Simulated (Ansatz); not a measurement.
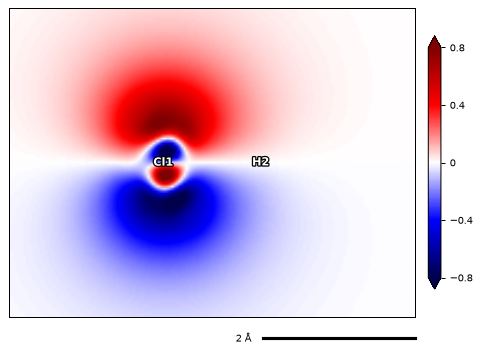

The picture shows: HCl. The HOMO on a plane that holds the molecular axis (values in Å⁻³ᐟ²; the overall sign is arbitrary).

Geometry: PBE0-D4/def2-TZVP.

All numbers below come from RKS PBE0-D4/def2-TZVPPD in Ansatz 0.2.0.

The calculation's input:

```
crystal:
  periodic: [false, false, false]
  atoms:
    - {symbol: Cl, position_ang: [-0.730799, 0.699264, -3.018255]}
    - {symbol: H, position_ang: [-0.003980, 0.274909, -2.051843]}
basis:
  gaussian: {orbitals: "def2-TZVPPD.json"}
hamiltonian: {xc: pbe0, dispersion: d4}
output: {orbitals: {seedname: orbitals}}
```

Launched as:

```sh
ansatz run in.yaml --threads 4 --pin off --events-out ev --progress --plain --max-ram 9574MiB
```

Question: Describe this orbital and give its energy.

Answer: Its weight (Hirshfeld) is mainly on Cl1 (about 95 %). It is one of a degenerate set, so its orientation is arbitrary. Its energy is −9.50 eV.
